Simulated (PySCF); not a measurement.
| atom | x (Å) | y (Å) | z (Å) |
| --- | --- | --- | --- |
| C | -1.3952 | -1.3342 | 1.1016 |
| C | 1.4609 | -0.6985 | 2.1052 |
| F | 0.0934 | 0.9100 | 0.2120 |
| Si | 0.2814 | -0.6551 | 0.6673 |
| H | -1.8423 | -0.7781 | 1.9350 |
| H | -2.0791 | -1.2742 | 0.2464 |
| H | -1.3175 | -2.3883 | 1.3989 |
| H | 0.8542 | -1.3701 | -0.5099 |
| H | 1.0617 | -0.1386 | 2.9602 |
| H | 2.4295 | -0.2613 | 1.8341 |
| H | 1.6357 | -1.7333 | 2.4279 |

Geometry: PBE0-D3(BJ)/pcseg-1.

Method: Gaussian-basis quantum chemistry of an isolated molecule with PySCF, energy and nuclear gradient, functional PBE0 (PySCF).

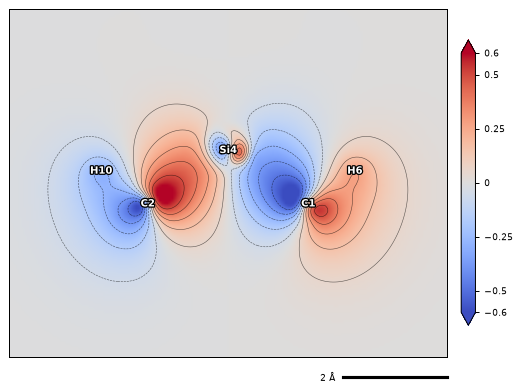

C₂H₇FSi (SMILES C[SiH](C)F). The HOMO on the plane of atoms Si4, C2 and H10 (values in Å⁻³ᐟ²; the overall sign is arbitrary).

Q: What is the character of this orbital?

A: Its weight (Hirshfeld) is mainly on C1 (about 25 %), C2 (about 25 %), Si4 (about 20 %) and F3 (about 10 %). Its energy is −8.91 eV.
